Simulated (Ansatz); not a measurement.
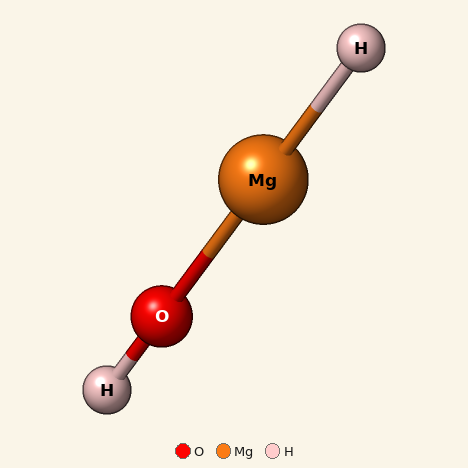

The picture shows a molecular structure as a ball-and-stick model.

Computed geometry: PBE0-D4/def2-TZVP optimisation.

**Which formula does it have?**

H₂MgO, 4 atoms: 2 hydrogen, 1 magnesium and 1 oxygen.

**What is its SMILES?**

[OH][MgH]

**What is the point group of this geometry?**

C∞v.

**Count the bonded pairs by element.**

1 Mg–O, 1 O–H, 1 Mg–H.

**How many sets of symmetry-equivalent atoms are there?**

4: 1 O, 1 Mg, 1 H, 1 H.

More results for the same structure follow; atom numbers are the same in all pictures, views and colours differ.

### Charges

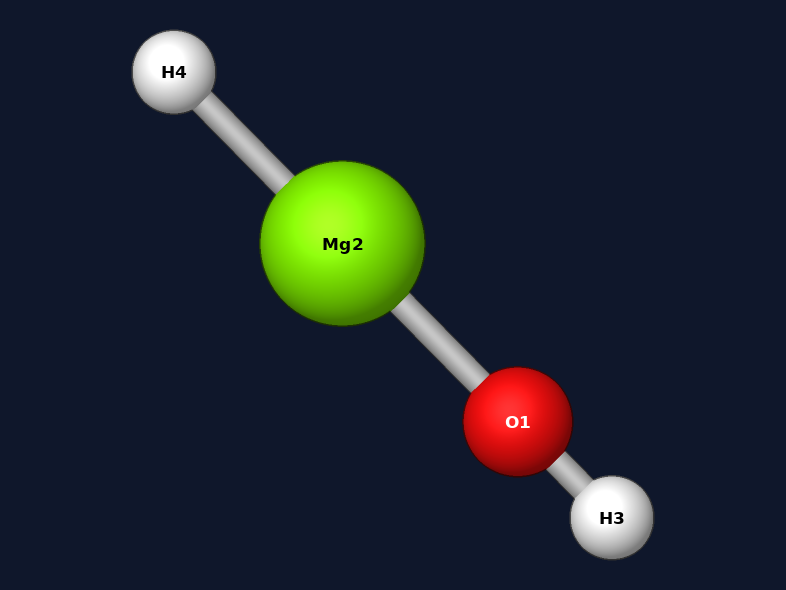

The questions are on Mulliken charges. Properties computed with RKS PBE0-D4/def2-TZVP (Ansatz 0.2.0).

**Which atom carries the highest charge (most positive or least negative)?**

Mg2 (0.65 e).

**And the lowest?**

O1 (−0.82 e).

Give the Mulliken charges atom by atom.

| atom | value (e) |
| --- | --- |
| O1 | −0.82 |
| Mg2 | 0.65 |
| H3 | 0.30 |
| H4 | −0.14 |

### Vibrations

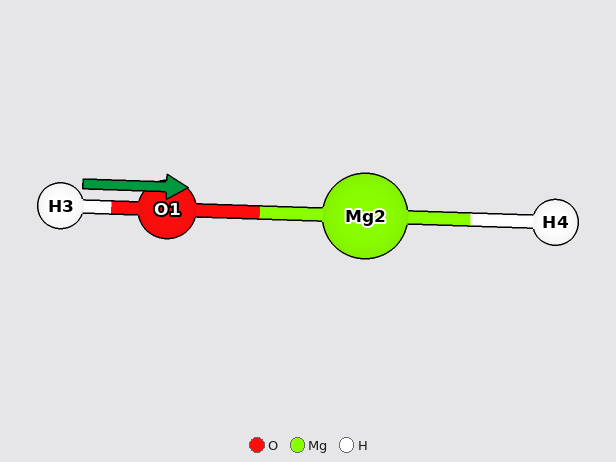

The arrows show one normal mode. Harmonic vibrations computed with RKS PBE0-D4/def2-TZVP (Ansatz 0.2.0) at a stationary point of the same level.

**Describe the motion.**

Mostly O–H stretching.

**At what wavenumber does it lie?**

4087 cm⁻¹; it is mode 7 of 7 counted from the lowest.

### Electronic properties

Properties computed with RKS B3LYP-D4/def2-TZVPP (Ansatz 0.2.0).

**What is the HOMO energy (Kohn–Sham orbital)?**

−7.70 eV.

**Give the LUMO energy (Kohn–Sham orbital) at this level.**

−0.88 eV.

**What is the dipole moment?**

0.61 D.

**Estimate the vertical ionisation energy.**

10.31 eV.

Mulliken values depend strongly on the basis set and can even reverse the polarity of a bond.
